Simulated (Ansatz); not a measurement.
Calculation: PBE (plane waves to 420 eV, PAW; Ansatz, an electronic-structure program).

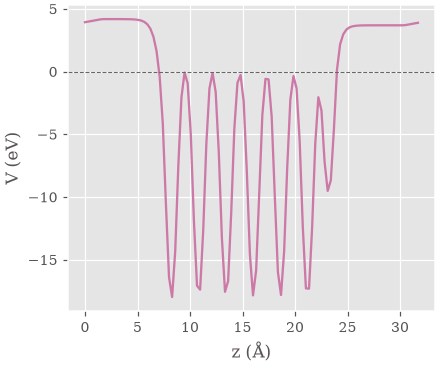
Figure. Planar average of the electrostatic potential across the slab, in eV from the Fermi level, for a constructed model of the (0001) surface of hcp Zr, a pseudomorphic layer of Cu in the host's stacking (bottom of the slab: a bare face, its two planes held)

Slab: 7 atoms, 15.5 Å thick at the start; k 13x13x1, smearing 0.1 eV, dipole-corrected; 2 atoms held, the rest relaxed; start symmetry kept, larger cells not searched; no spin, no spin-orbit, no U. It is one candidate, not shown to be the stable structure of the face.

The vacuum level lies 3.70 eV above the Fermi level over the top face and 4.19 eV above it under the bottom face.
